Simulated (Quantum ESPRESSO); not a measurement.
# Magnetic state of V3Sb2 from several starts, part 2 of 2

A self-consistent run ends on one state, which hangs on the start. Several orders of V3Sb2 are started in Quantum ESPRESSO and their energies compared.

Quantum ESPRESSO 7.5; PBEsol; plane waves with GBRV 1.5 PBEsol potentials, no spin-orbit coupling.

So far: The starting structure; Run 1 (ferro ++++++).

## (3) Run 2, typed as antiferro ++−−+−

File pw.in:

```
&CONTROL
  calculation = 'scf'
  prefix = 'pwscf'
  outdir = './tmp'
  pseudo_dir = './pseudo'
  disk_io = 'nowf'
/
&SYSTEM
  ibrav = 0
  nat = 10
  ntyp = 3
  ecutwfc = 40
  ecutrho = 280
  nbnd = 85
  occupations = 'smearing'
  smearing = 'fd'
  degauss = 0.00734986
  nspin = 2
  starting_magnetization(1) = 0.1154
  starting_magnetization(2) = -0.1154
  starting_magnetization(3) = 0
/
&ELECTRONS
  conv_thr = 2d-08
  electron_maxstep = 150
  mixing_beta = 0.3
/
ATOMIC_SPECIES
V1     50.9415 v_pbesol_v1.4.uspp.F.UPF
V2     50.9415 v_pbesol_v1.4.uspp.F.UPF
Sb    121.7600 sb_pbesol_v1.4.uspp.F.UPF
CELL_PARAMETERS angstrom
   2.7525426209    1.5891812232    6.7757537157
  -2.7525426209    1.5891812232    6.7757537157
   0.0000000000   -3.1783624463    6.7757537157
ATOMIC_POSITIONS crystal
V1      0.6028366100    0.1274830000    0.6028366100
V1      0.6028366100    0.6028366100    0.1274830000
V2      0.1274830000    0.6028366100    0.6028366100
V2      0.8725170000    0.3971633900    0.3971633900
V1      0.3971633900    0.8725170000    0.3971633900
V2      0.3971633900    0.3971633900    0.8725170000
Sb      0.1097455600    0.1097455600    0.1097455600
Sb      0.8902544400    0.8902544400    0.8902544400
Sb      0.3311160700    0.3311160700    0.3311160700
Sb      0.6688839300    0.6688839300    0.6688839300
K_POINTS automatic
6 6 6 0 0 0
```

On the command line:

```sh
OMP_NUM_THREADS=1 mpirun -n 4 pw.x -nk 4 -in pw.in > pw.out
```

The log of the run:

```text
[banner, memory and clock lines left out]
Program PWSCF v.7.5 starts

     bravais-lattice index     =            0
     lattice parameter (alat)  =      14.1430  a.u.
     unit-cell volume          =    1200.0876 (a.u.)^3
     number of atoms/cell      =           10
     number of atomic types    =            3
     number of electrons       =       138.00
     number of Kohn-Sham states=           85
     kinetic-energy cutoff     =      40.0000  Ry
     charge density cutoff     =     280.0000  Ry
     scf convergence threshold =      2.0E-08
     mixing beta               =       0.3000
     number of iterations used =            8  plain     mixing
     Exchange-correlation= SLA  PW   PSX  PSC
                           (   1   4  10   8   0   0   0)

     celldm(1)=  14.143035  celldm(2)=   0.000000  celldm(3)=   0.000000
     celldm(4)=   0.000000  celldm(5)=   0.000000  celldm(6)=   0.000000

     crystal axes: (cart. coord. in units of alat)
               a(1) = (   0.367782   0.212339   0.905345 )
               a(2) = (  -0.367782   0.212339   0.905345 )
               a(3) = (   0.000000  -0.424678   0.905345 )

     reciprocal axes: (cart. coord. in units 2 pi/alat)
               b(1) = (  1.359502  0.784909  0.368184 )
               b(2) = ( -1.359502  0.784909  0.368184 )
               b(3) = ( -0.000000 -1.569817  0.368184 )

     PseudoPot. # 1 for V  read from file:
     v_pbesol_v1.4.uspp.F.UPF
     Pseudo is Ultrasoft + core correction, Zval = 13.0

     PseudoPot. # 2 for V  read from file:
     v_pbesol_v1.4.uspp.F.UPF
     Pseudo is Ultrasoft + core correction, Zval = 13.0

     PseudoPot. # 3 for Sb read from file:
     sb_pbesol_v1.4.uspp.F.UPF
     Pseudo is Ultrasoft + core correction, Zval = 15.0

     atomic species   valence    mass     pseudopotential
     V1               13.00    50.94150     V ( 1.00)
     V2               13.00    50.94150     V ( 1.00)
     Sb               15.00   121.76000     Sb( 1.00)

     Starting magnetic structure
     atomic species   magnetization
     V1              0.115
     V2             -0.115
     Sb              0.000

     No symmetry found

   Cartesian axes

     site n.     atom                  positions (alat units)
         1        V1     tau(   1) = (   0.1748264  -0.1009361   1.2069657  )
         2        V1     tau(   2) = (   0.0000000   0.2018722   1.2069657  )
         3        V2     tau(   3) = (  -0.1748264  -0.1009361   1.2069657  )
         4        V2     tau(   4) = (   0.1748264   0.1009361   1.5090679  )
         5        V1     tau(   5) = (  -0.1748264   0.1009361   1.5090679  )
         6        V2     tau(   6) = (  -0.0000000  -0.2018722   1.5090679  )
         7        Sb     tau(   7) = (  -0.0000000   0.0000000   0.2980726  )
         8        Sb     tau(   8) = (  -0.0000000   0.0000000   2.4179609  )
         9        Sb     tau(   9) = (   0.0000000   0.0000000   0.8993223  )
        10        Sb     tau(  10) = (   0.0000000   0.0000000   1.8167112  )

     number of k points=   112  Fermi-Dirac smearing, width (Ry)=  0.0073

     Number of k-points >= 100: set verbosity='high' to print them.

     Dense  grid:    95025 G-vectors     FFT dimensions: (  75,  75,  75)

     Smooth grid:    40935 G-vectors     FFT dimensions: (  60,  60,  60)

     Check: negative core charge=   -0.000004
     Generating pointlists ...
     new r_m :   0.1442 (alat units)  2.0399 (a.u.) for type    1
     new r_m :   0.1442 (alat units)  2.0399 (a.u.) for type    2
     new r_m :   0.1518 (alat units)  2.1466 (a.u.) for type    3

     Initial potential from superposition of free atoms

     starting charge     133.9931, renormalised to     138.0000

     negative rho (up, down):  2.095E-03 2.095E-03
     Starting wfcs are   96 randomized atomic wfcs

     Self-consistent Calculation

     iteration #  1     ecut=    40.00 Ry     beta= 0.30
     Davidson diagonalization with overlap
     ethr =  1.00E-02,  avg # of iterations =  3.2

     negative rho (up, down):  3.074E-03 3.074E-03

     total energy              =   -1607.61890153 Ry
     estimated scf accuracy    <       4.96884800 Ry

     total magnetization       =    -0.00 Bohr mag/cell
     absolute magnetization    =     3.96 Bohr mag/cell

     iteration #  2     ecut=    40.00 Ry     beta= 0.30
     Davidson diagonalization with overlap
     ethr =  3.60E-03,  avg # of iterations =  2.7

     negative rho (up, down):  2.977E-03 2.977E-03

     total energy              =   -1608.20177753 Ry
     estimated scf accuracy    <       1.72668744 Ry

     total magnetization       =     0.00 Bohr mag/cell
     absolute magnetization    =     5.62 Bohr mag/cell

     [... further iterations left out ...]

     iteration # 37     ecut=    40.00 Ry     beta= 0.30
     Davidson diagonalization with overlap
     ethr =  2.79E-11,  avg # of iterations =  3.9

     negative rho (up, down):  2.879E-03 2.879E-03

     total energy              =   -1608.43202318 Ry
     estimated scf accuracy    <       0.00000007 Ry

     total magnetization       =    -0.00 Bohr mag/cell
     absolute magnetization    =     0.01 Bohr mag/cell

     iteration # 38     ecut=    40.00 Ry     beta= 0.30
     Davidson diagonalization with overlap
     ethr =  2.79E-11,  avg # of iterations =  4.6

     negative rho (up, down):  2.879E-03 2.879E-03

     Magnetic moment per site  (integrated on atomic sphere of radius R)
     atom   1 (R=0.144)  charge= 11.3044  magn=  0.0013
     atom   2 (R=0.144)  charge= 11.3044  magn= -0.0004
     atom   3 (R=0.144)  charge= 11.3044  magn= -0.0007
     atom   4 (R=0.144)  charge= 11.3044  magn= -0.0012
     atom   5 (R=0.144)  charge= 11.3045  magn=  0.0007
     atom   6 (R=0.144)  charge= 11.3045  magn=  0.0004
     atom   7 (R=0.152)  charge= 12.4924  magn= -0.0000
     atom   8 (R=0.152)  charge= 12.4924  magn=  0.0000
     atom   9 (R=0.152)  charge= 12.4370  magn= -0.0000
     atom  10 (R=0.152)  charge= 12.4370  magn=  0.0000

     End of self-consistent calculation

     Number of k-points >= 100: set verbosity='high' to print the bands.

     the Fermi energy is    14.9085 ev

!    total energy              =   -1608.43202322 Ry
     estimated scf accuracy    <       0.00000002 Ry
     smearing contrib. (-TS)   =      -0.02068486 Ry
     internal energy E=F+TS    =   -1608.41133836 Ry

     The total energy is F=E-TS. E is the sum of the following terms:
     one-electron contribution =    -655.37171551 Ry
     hartree contribution      =     402.78797863 Ry
     xc contribution           =    -291.70665526 Ry
     ewald contribution        =   -1064.12094622 Ry

     total magnetization       =    -0.00 Bohr mag/cell
     absolute magnetization    =     0.01 Bohr mag/cell

     convergence has been achieved in  38 iterations
```

It took 24 min on 4 MPI ranks of AMD EPYC 9R14 (Zen 4), shared host; peak memory 2.4 GiB; 1.6 h of CPU time.

Spin moment in the atom's sphere by atom:

| atom | spin moment in the atom's sphere (μB) |
| --- | --- |
| V1 | 0.0013 |
| V2 | -0.0004 |
| V3 | -0.0007 |
| V4 | -0.0012 |
| V5 | 0.0007 |
| V6 | 0.0004 |
| Sb7 | 0.0000 |
| Sb8 | 0.0000 |
| Sb9 | 0.0000 |
| Sb10 | 0.0000 |

This step gave:

| Quantity | Value |
| --- | --- |
| smearing term TS | 0.2814 eV |
| magnetization | 0 μB |
| absolute magnetization | 0.006 μB |
| final state | non-magnetic |

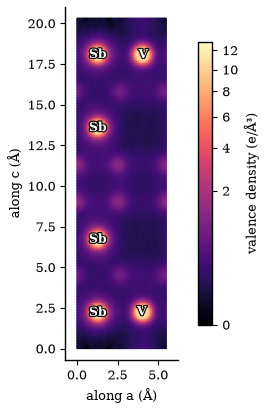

Valence density in the ac plane of the conventional cell at fractional y = 0.000, with atoms of V and Sb within 0.2 Å of it. It is the smooth field of the valence electrons, not physical close to the nuclei. The map starts off the cell's origin, so that atoms lie inside it. The colour scale is stretched toward low values.

## (4) Run 3, typed as antiferro +++−−−

Changes to pw.in since step 3:

```diff
@@ -38,5 +38,5 @@
 V1      0.6028366100    0.6028366100    0.1274830000
-V2      0.1274830000    0.6028366100    0.6028366100
+V1      0.1274830000    0.6028366100    0.6028366100
 V2      0.8725170000    0.3971633900    0.3971633900
-V1      0.3971633900    0.8725170000    0.3971633900
+V2      0.3971633900    0.8725170000    0.3971633900
 V2      0.3971633900    0.3971633900    0.8725170000
```

The log of the run:

```text
     [... lines left out ...]
Program PWSCF v.7.5 starts
     [... lines left out ...]
     number of atoms/cell      =           10
     [... lines left out ...]
     number of electrons       =       138.00
     number of Kohn-Sham states=           85
     kinetic-energy cutoff     =      40.0000  Ry
     charge density cutoff     =     280.0000  Ry
     scf convergence threshold =      2.0E-08
     [... lines left out ...]
      6 Sym. Ops. (no inversion) found
     [... lines left out ...]
     number of k points=    32  Fermi-Dirac smearing, width (Ry)=  0.0073
     [... lines left out ...]
     iteration # 18     ecut=    40.00 Ry     beta= 0.30
     [... lines left out ...]
     Magnetic moment per site  (integrated on atomic sphere of radius R)
     atom   1 (R=0.144)  charge= 11.3045  magn=  0.0001
     atom   2 (R=0.144)  charge= 11.3045  magn=  0.0001
     atom   3 (R=0.144)  charge= 11.3045  magn=  0.0001
     atom   4 (R=0.144)  charge= 11.3045  magn=  0.0002
     atom   5 (R=0.144)  charge= 11.3045  magn=  0.0002
     atom   6 (R=0.144)  charge= 11.3045  magn=  0.0002
     atom   7 (R=0.152)  charge= 12.4924  magn= -0.0000
     atom   8 (R=0.152)  charge= 12.4924  magn= -0.0000
     atom   9 (R=0.152)  charge= 12.4370  magn= -0.0000
     atom  10 (R=0.152)  charge= 12.4370  magn= -0.0000
     [... lines left out ...]
     the Fermi energy is    14.9085 ev
!    total energy              =   -1608.43202325 Ry
     estimated scf accuracy    <          2.9E-09 Ry
     smearing contrib. (-TS)   =      -0.02068498 Ry
     [... lines left out ...]
     total magnetization       =     0.00 Bohr mag/cell
     absolute magnetization    =     0.00 Bohr mag/cell
     convergence has been achieved in  18 iterations
```

Wall time 3.6 min (4 MPI ranks); peak memory 1.3 GiB; 14 min of CPU time.

Spin moment in the atom's sphere by atom:

| atom | spin moment in the atom's sphere (μB) |
| --- | --- |
| V1 | 0.0001 |
| V2 | 0.0001 |
| V3 | 0.0001 |
| V4 | 0.0002 |
| V5 | 0.0002 |
| V6 | 0.0002 |
| Sb7 | 0.0000 |
| Sb8 | 0.0000 |
| Sb9 | 0.0000 |
| Sb10 | 0.0000 |

This step gave:

```yaml
smearing_term_ts: 0.2814 eV
magnetization: 0 μB
absolute_magnetization: 0 μB
final_state: non-magnetic
```

## (5) Ranking

An order is kept where moments of 0.15 μB or more survive with the typed signs; meshes match where a doubled cell samples the same k points as the first cell.

Orders:

```csv
start,final state,typed order kept,energy over the lowest (meV a seeded atom),largest site moment (μB),net moment (μB a cell of the first run),mesh matched,CPU time (s)
ferro ++++++,non-magnetic,no,0,0,9.34e-4,yes,773.8
antiferro ++--+-,non-magnetic,no,0,0.001262,0,yes,5856
antiferro +++---,non-magnetic,no,0,0,0.001135,yes,859.4
```

## (6) What came out

- lowest state found: non-magnetic (from ferro ++++++, antiferro ++--+- and antiferro +++---)
- largest site moment: 0 μB

The lowest state carries no moment, and no start kept one. This is the lowest of 3 collinear or spinless starts, no proof of the ground state. Energies are free energies at an electronic temperature of 1160 K, which lowers moments and differences where the moments are itinerant.

[Logs and program files are shortened in this print: banners, set-up blocks, solver, clock and traceback lines can be left out without a mark of their own.]

[Logs are printed without paths, hosts, clocks, repeated set-up lines and the standing remarks that a program may print on its own settings, such as how far it seeks lower states.]

[Hosts, paths, dates, database ids (printed as entryN), source tags and the programs' standing remarks are cut or masked in the printed files.]

[Where a cell is said to come from a database of computed structures, the database is the Materials Project.]
